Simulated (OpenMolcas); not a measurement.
# A workflow on CH5BN2 (SMILES B1NCN1)

Wanted: the energy (HF/ANO-RCC-MB), then the energy (CASSCF(2,2)/ANO-RCC-VDZP), then an energy scan (CASPT2(2,2)/ANO-RCC-VDZP), then an energy scan (SC-NEVPT2(2,2)/ANO-RCC-VDZP), then an energy scan (MC-PDFT[tPBE](2,2)/ANO-RCC-VDZP) of CH5BN2. 

The calculation is run with OpenMolcas 26.06.

### 1 Starting point

The species is CH5BN2 (9 atoms), meant as a singlet with charge 0. As SMILES, `B1NCN1`. Geometry: relaxed at PBE0-D4/def2-TZVP.

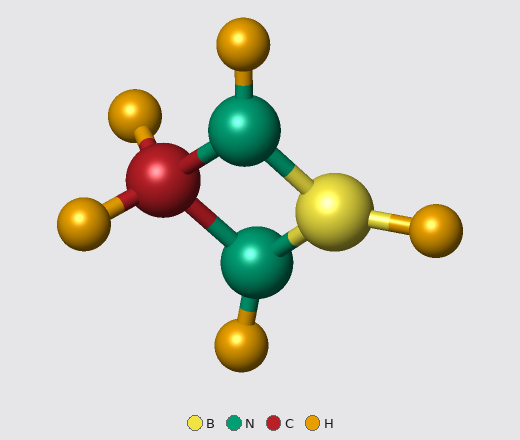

The structure, seen from a chosen angle (boron yellow, nitrogen teal, carbon red, hydrogen amber).

### 2 A single-point energy at HF/ANO-RCC-MB (DKH2) (run 1)

input.xyz

```xyz
9

B     -0.538100     0.903800    -0.424200
N      0.763900     0.350100    -0.630900
C      0.430100    -0.702400     0.322000
N     -0.891500    -0.116200     0.513500
H     -1.109600     1.851900    -0.864600
H      1.686500     0.722000    -0.761500
H      0.420000    -1.707100    -0.117100
H      1.046900    -0.704100     1.228600
H     -1.719800    -0.644400     0.717000
```

step1.input

```
* CH5BN2 Hartree-Fock
>>> EXPORT MOLCAS_PRINT=2

&gateway
  coord = input.xyz
  basis = ANO-RCC-MB
  group = NoSym

&seward

&scf
  prorbitals = 0

&localisation
  occupied
  freeze
  pipek-mezey

&localisation
  fileorb = $Project.LocOrb
  virtual
  pipek-mezey
```

The run is started by

```sh
$ export MOLCAS_MEM=1860
$ pymolcas step1.input > step1.log
```

The log of the run:

```text
--- Start Module: gateway ---
[...]
--- Stop Module: gateway /rc=_RC_ALL_IS_WELL_ ---
[...]
      Basis functions           25
[...]
       Convergence after  10 Iterations
[...]
::    Total SCF energy                               -174.2354240798
[...]
      Total spin, S                                     0.0000000000
[...]
      Total electronic charge=   30.000000
      Total            charge=   -0.000000
[...]
      Dipole Moment (debye):
      Origin of the operator (angstrom)=   -0.0397    0.0769   -0.0401
                   X=  6.7977E-01               Y= -1.1276E+00               Z=  5.2440E-01           Total=  1.4172E+00
      Quadrupole Moment (debye*angstrom):
[...]
--- Start Module: localisation ---
[...]
--- Stop Module: localisation /rc=_RC_ALL_IS_WELL_ ---
--- Start Module: localisation ---
[...]
--- Stop Module: localisation /rc=_RC_ALL_IS_WELL_ ---
[...]
```

Wall time 1.9 s (1 thread of Intel Xeon 6975P-C (Granite Rapids), shared host); peak memory 0.41 GiB.

### 3 A single-point energy at CASSCF(2,2)/ANO-RCC-VDZP (DKH2, RICD fitting) (run 2)

input.xyz is that of step 2.

step2.inp

```
* CH5BN2 CASSCF

&GATEWAY
 COORD=input.xyz
 BASIS=ANO-RCC-MB
 GROUP=NoSym

&SEWARD

&RASSCF
 FILEORB=$CurrDir/step1.LocOrb
 ALTER=2
 1 10 15
 1 16 20
 SPIN=1
 NACTEL=2 0 0
 INACTIVE=14
 RAS2=2
 ORBLISTING=Nothing
>>> COPY $Project.RunFile RUNFIL1
>>> COPY $Project.RasOrb INPORB

&GATEWAY
 COORD=input.xyz
 BASIS=ANO-RCC-VDZP
 GROUP=NoSym
 RICD

&SEWARD
>>> COPY $Project.RunFile RUNFIL2

&EXPBAS

&RASSCF
 FILEORB=$Project.ExpOrb
 SPIN=1
 NACTEL=2 0 0
 INACTIVE=14
 RAS2=2
 ORBLISTING=Nothing
```

The run is started by

```sh
$ export MOLCAS_MEM=1860
$ pymolcas step2.inp > step2.log
```

The log of the run:

```text
--- Start Module: gateway ---
[...]
--- Stop Module: gateway /rc=_RC_ALL_IS_WELL_ ---
[...]
      Basis functions           25
[...]
      Number of active orbitals                  2
[...]
      Spin quantum number                      0.0
[...]
      Active orbitals                            2
[...]
      Number of CSFs                             3
[...]
      Number of root(s) required                 1
[...]
      Convergence after  7 iterations
[...]
      printout of CI-coefficients larger than  0.05 for root  1
      energy=    -174.247206
      conf/sym  11     Coeff  Weight
             1  20   0.99621 0.99243
             3  02  -0.08703 0.00757
      Natural orbitals and occupation numbers for root  1
      sym 1:   1.984852   0.015148
      ************************************************************************************************************************
      *                                                    Final results                                                     *
[...]
::    RASSCF root number  1 Total energy:   -174.24720623
[...]
      Basis functions           81
[...]
--- Start Module: expbas ---
[...]
--- Stop Module: expbas /rc=_RC_ALL_IS_WELL_ ---
--- Start Module: rasscf ---
[...]
      Convergence after 13 iterations
[...]
      Natural orbitals and occupation numbers for root  1
      sym 1:   1.984110   0.015890
      ************************************************************************************************************************
      *                                                    Final results                                                     *
[...]
::    RASSCF root number  1 Total energy:   -174.53426488
[...]
      Total electronic charge=   30.000000
      Total            charge=   -0.000000
[...]
      Dipole Moment (debye):
      Origin of the operator (angstrom)=   -0.0397    0.0769   -0.0401
                   X=  5.1011E-01               Y= -8.4631E-01               Z=  3.9377E-01           Total=  1.0637E+00
      Quadrupole Moment (debye*angstrom):
[...]
--- Stop Module: rasscf /rc=_RC_ALL_IS_WELL_ ---
[...]
```

It took 5.4 s on 1 thread of Intel Xeon 6975P-C (Granite Rapids), shared host; peak memory 0.41 GiB.

### 4 The energy along one coordinate at CASPT2(2,2)/ANO-RCC-VDZP (DKH2, RICD fitting, ipea shift 0.25 Eh, pt2 variant SS) (run 3)

step3.input

```
* CH5BN2 CASPT2
>>> EXPORT MOLCAS_PRINT=2
>>> COPY $CurrDir/step2.RasOrb $Project.RasOrb
>>> ForEach K in (1, 2, 3, 4, 5, 6, 7, 8, 9)

&GATEWAY
 Coord
 $CurrDir/point$K.xyz
 Basis
 ANO-RCC-VDZP
 Group
 NoSym
 RICD

&SEWARD

&RASSCF
 FileOrb
 $Project.RasOrb
 Spin
 1
 Nactel
 2 0 0
 Inactive
 14
 Ras2
 2
 OrbListing
 Nothing

&CASPT2
 Imaginary
 0.2
 Frozen
 4
>>> EndDo
```

The run is started by

```sh
$ export MOLCAS_MEM=1860
$ pymolcas step3.input > step3.log
```

The log of the run:

```text
[...]
      Basis functions           81
[...]
      Number of active orbitals                  2
[...]
      Spin quantum number                      0.0
[...]
      Active orbitals                            2
[...]
      Number of CSFs                             3
[...]
      Number of root(s) required                 1
[...]
      Convergence after 10 iterations
[...]
      Natural orbitals and occupation numbers for root  1
      sym 1:   1.988879   0.011121
      ************************************************************************************************************************
      *                                                    Final results                                                     *
[...]
::    RASSCF root number  1 Total energy:   -174.52409854
[...]
::    CASPT2 Root  1     Total energy:   -175.08835471
[...]
      Convergence after  9 iterations
[...]
      Natural orbitals and occupation numbers for root  1
      sym 1:   1.984128   0.015872
      ************************************************************************************************************************
      *                                                    Final results                                                     *
[...]
      Convergence after 10 iterations
[...]
      Natural orbitals and occupation numbers for root  1
      sym 1:   1.874119   0.125881
      ************************************************************************************************************************
      *                                                    Final results                                                     *
[...]
      Convergence after  9 iterations
[...]
      Natural orbitals and occupation numbers for root  1
      sym 1:   1.753951   0.246049
      ************************************************************************************************************************
      *                                                    Final results                                                     *
[...]
      Convergence after  8 iterations
[...]
      Natural orbitals and occupation numbers for root  1
      sym 1:   1.527663   0.472337
      ************************************************************************************************************************
      *                                                    Final results                                                     *
[...]
::    RASSCF root number  1 Total energy:   -174.38615460
[...]
::    CASPT2 Root  1     Total energy:   -174.93974218
[...]
      Convergence after  9 iterations
[...]
::    RASSCF root number  1 Total energy:   -174.37451183
[...]
::    CASPT2 Root  1     Total energy:   -174.92598150
[...]
```

Wall time 32 s (1 thread of Intel Xeon 6975P-C (Granite Rapids), shared host); peak memory 0.083 GiB.

The scan, from its lowest point:

```csv
H5–B1 (Å),energy (kJ/mol)
1.072,24.0
1.191,0.0
1.311,11.8
1.489,61.8
1.728,148.8
2.025,250.7
2.383,343.3
2.859,414.2
3.574,450.3
```

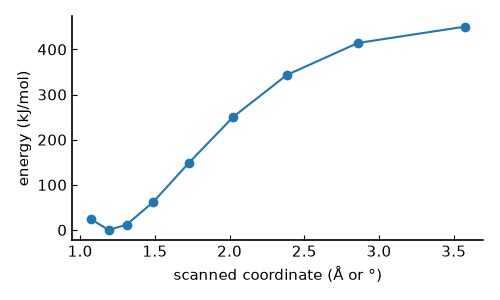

Energy along the scan.

### 5 The energy along one coordinate at SC-NEVPT2(2,2)/ANO-RCC-VDZP (DKH2, RICD fitting, pt2 variant SC-NEVPT2) (run 4)

step4.inp

```
>>> EXPORT MOLCAS_PRINT=2
>>> COPY $CurrDir/step2.RasOrb $Project.RasOrb
>>> ForEach K in (1, 2, 3, 4, 5, 6, 7, 8, 9)

&GATEWAY
 COORD=$CurrDir/point$K.xyz
 BASIS=ANO-RCC-VDZP
 GROUP=NoSym
 RICD

&SEWARD

&RASSCF
 FILEORB=$Project.RasOrb
 SPIN=1
 NACTEL=2 0 0
 INACTIVE=14
 RAS2=2
 ORBLISTING=Nothing

&CASPT2
 SC-NEVPT2
 FROZEN=4
>>> EndDo
```

The run is started by

```sh
$ export MOLCAS_MEM=1860
$ pymolcas step4.inp > step4.log
```

The log of the run:

```text
[...]
      Basis functions           81
[...]
      Number of active orbitals                  2
[...]
      Spin quantum number                      0.0
[...]
      Active orbitals                            2
[...]
      Number of CSFs                             3
[...]
      Number of root(s) required                 1
[...]
      Convergence after 10 iterations
[...]
      printout of CI-coefficients larger than  0.05 for root  1
      energy=    -174.524099
      conf/sym  11     Coeff  Weight
             1  20   0.99722 0.99444
             3  02  -0.07457 0.00556
      Natural orbitals and occupation numbers for root  1
      sym 1:   1.988879   0.011121
      ************************************************************************************************************************
      *                                                    Final results                                                     *
[...]
::    RASSCF root number  1 Total energy:   -174.52409854
[...]
      E2 (Variational):          -0.5592992741
[...]
::    SC-NEVPT2 Root  1     Total energy:   -175.08338607
[...]
      Convergence after  9 iterations
[...]
      Natural orbitals and occupation numbers for root  1
      sym 1:   1.984128   0.015872
      ************************************************************************************************************************
      *                                                    Final results                                                     *
[...]
      Convergence after 10 iterations
[...]
      Natural orbitals and occupation numbers for root  1
      sym 1:   1.874119   0.125881
      ************************************************************************************************************************
      *                                                    Final results                                                     *
[...]
      Convergence after  9 iterations
[...]
      Natural orbitals and occupation numbers for root  1
      sym 1:   1.753951   0.246049
      ************************************************************************************************************************
      *                                                    Final results                                                     *
[...]
      Convergence after  8 iterations
[...]
::    RASSCF root number  1 Total energy:   -174.38615460
[...]
::    SC-NEVPT2 Root  1     Total energy:   -174.93703687
[...]
      Convergence after  9 iterations
[...]
::    RASSCF root number  1 Total energy:   -174.37451183
[...]
      E2 (Variational):          -0.5492366982
[...]
      Reference weight:           0.84791
[...]
::    SC-NEVPT2 Root  1     Total energy:   -174.92374853
[...]
```

Wall time 30 s (1 thread of Intel Xeon 6975P-C (Granite Rapids), shared host); peak memory 0.083 GiB.

The scan, from its lowest point:

```csv
H5–B1 (Å),energy (kJ/mol)
1.072,24.9
1.191,0.0
1.311,11.0
1.489,60.0
1.728,145.9
2.025,246.9
2.383,339.1
2.859,409.2
3.574,444.1
```

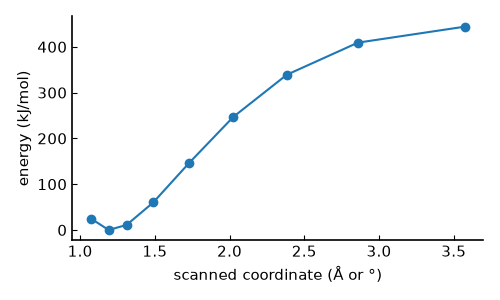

Energy along the scan.

### 6 The energy along one coordinate at MC-PDFT[tPBE](2,2)/ANO-RCC-VDZP (DKH2, RICD fitting) (run 5)

step5.input

```
>>> COPY $CurrDir/step2.RasOrb $Project.RasOrb
>>> ForEach K in (1, 2, 3, 4, 5, 6, 7, 8, 9)

&GATEWAY
  COORD = $CurrDir/point$K.xyz
  BASIS = ANO-RCC-VDZP
  GROUP = NoSym
  RICD

&SEWARD

&RASSCF
  FILEORB = $Project.RasOrb
  SPIN = 1
  NACTEL = 2 0 0
  INACTIVE = 14
  RAS2 = 2
  ORBLISTING = Nothing

&MCPDFT
  KSDFT = T:PBE
>>> EndDo
```

The run is started by

```sh
$ export MOLCAS_MEM=1860
$ pymolcas step5.input > step5.log
```

The log of the run:

```text
--- Start Module: gateway ---
[...]
      Basis functions           81
[...]
      Number of active orbitals                  2
[...]
      Spin quantum number                      0.0
[...]
      Active orbitals                            2
[...]
      Number of CSFs                             3
[...]
      Number of root(s) required                 1
[...]
      Convergence after 10 iterations
[...]
      printout of CI-coefficients larger than  0.05 for root  1
      energy=    -174.524099
      conf/sym  11     Coeff  Weight
             1  20   0.99722 0.99444
             3  02  -0.07457 0.00556
      Natural orbitals and occupation numbers for root  1
      sym 1:   1.988879   0.011121
      ************************************************************************************************************************
      *                                                    Final results                                                     *
[...]
::    RASSCF root number  1 Total energy:   -174.52409854
[...]
::    MCPDFT root number  1 Total energy:   -175.36538732
[...]
      Convergence after  9 iterations
[...]
      Natural orbitals and occupation numbers for root  1
      sym 1:   1.984128   0.015872
      ************************************************************************************************************************
      *                                                    Final results                                                     *
[...]
      Convergence after 10 iterations
[...]
      Natural orbitals and occupation numbers for root  1
      sym 1:   1.874119   0.125881
      ************************************************************************************************************************
      *                                                    Final results                                                     *
[...]
      Convergence after  9 iterations
[...]
      Natural orbitals and occupation numbers for root  1
      sym 1:   1.753951   0.246049
      ************************************************************************************************************************
      *                                                    Final results                                                     *
[...]
      Convergence after  8 iterations
[...]
::    RASSCF root number  1 Total energy:   -174.38615460
[...]
::    MCPDFT root number  1 Total energy:   -175.21178970
[...]
      Convergence after  9 iterations
[...]
::    RASSCF root number  1 Total energy:   -174.37451183
[...]
      Total electronic charge=   30.000000
      Total            charge=   -0.000000
[...]
::    MCPDFT root number  1 Total energy:   -175.19660636
[...]
```

Run time: 35 s. Hardware: 1 thread of Intel Xeon 6975P-C (Granite Rapids), shared host; peak memory 0.083 GiB.

The scan, from its lowest point:

```csv
H5–B1 (Å),energy (kJ/mol)
1.072,24.2
1.191,0.0
1.311,11.0
1.489,59.6
1.728,145.4
2.025,248.9
2.383,347.4
2.859,427.5
3.574,467.3
```

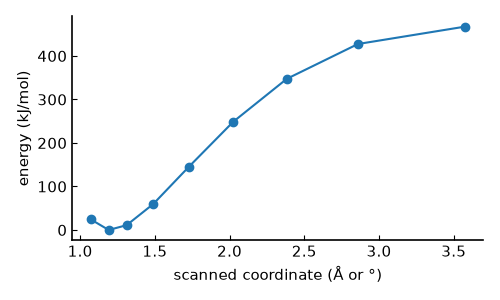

Energy along the scan.

### 7 Summary of results

| quantity | value |
| --- | --- |
| run 1, HF/ANO-RCC-MB: total energy | -174.23542 Eh |
| run 1, HF/ANO-RCC-MB: dipole moment | 1.42 D |
| run 1, HF/ANO-RCC-MB: HOMO energy | -11.34 eV |
| run 1, HF/ANO-RCC-MB: LUMO energy | 5.37 eV |
| run 1, HF/ANO-RCC-MB: HOMO–LUMO gap | 16.71 eV |
| run 2, CASSCF(2,2)/ANO-RCC-VDZP: total energy | -174.53426 Eh |
| run 2, CASSCF(2,2)/ANO-RCC-VDZP: dipole moment (CASSCF density) | 1.06 D |
| run 3, CASPT2(2,2)/ANO-RCC-VDZP: lowest energy of the scan | -175.09750 Eh |
| run 4, SC-NEVPT2(2,2)/ANO-RCC-VDZP: lowest energy of the scan | -175.09288 Eh |
| run 5, MC-PDFT[tPBE](2,2)/ANO-RCC-VDZP: lowest energy of the scan | -175.37460 Eh |

**Reading.** Mulliken charges (run 2, CASSCF(2,2)/ANO-RCC-VDZP) run from -0.24 on N2 to +0.53 on C3; they depend strongly on the basis.
